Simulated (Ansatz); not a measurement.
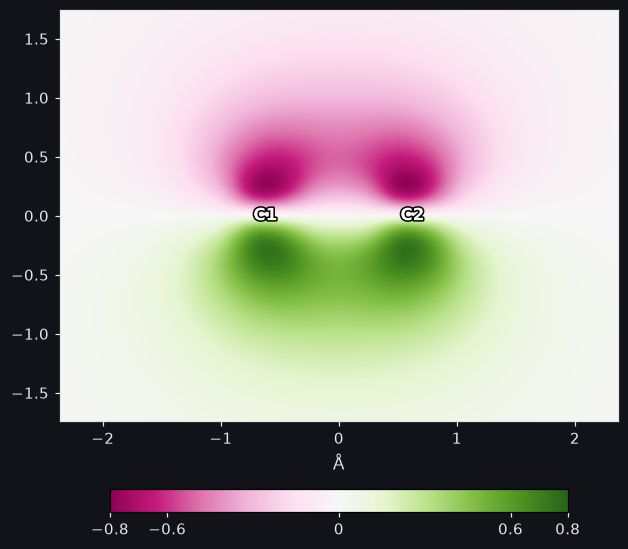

C$_{2}$ (SMILES [C]#[C]). The HOMO on a plane that holds the molecular axis (values in Å⁻³ᐟ²; the overall sign is arbitrary).

Geometry: PBE0-D4/def2-TZVP.

The calculation used Ansatz 0.2.0, RKS PBE0-D4/def2-TZVPP.

Input file:

```
crystal:
  periodic: [false, false, false]
  atoms:
    - {symbol: C, position_ang: [-0.000000, -0.000000, -0.042734]}
    - {symbol: C, position_ang: [0.000000, 0.000000, 1.203494]}
basis:
  gaussian: {orbitals: def2-TZVPP}
hamiltonian: {xc: pbe0, dispersion: d4}
output: {orbitals: {seedname: orbitals}}
```

Command:

```sh
ansatz run in.yaml --threads 2 --pin off --events-out ev --progress --plain --max-ram 32768MiB --backend cpu
```

**Where does this orbital lie, and at what energy?**

By Hirshfeld shares it lies mainly on C1 (about 50 %) and C2 (about 50 %); it vanishes on the molecular axis (π type); it is ungerade (odd under inversion); π-bonding across C1–C2. It is one of a degenerate set, so its orientation is arbitrary. Its energy is −9.31 eV.
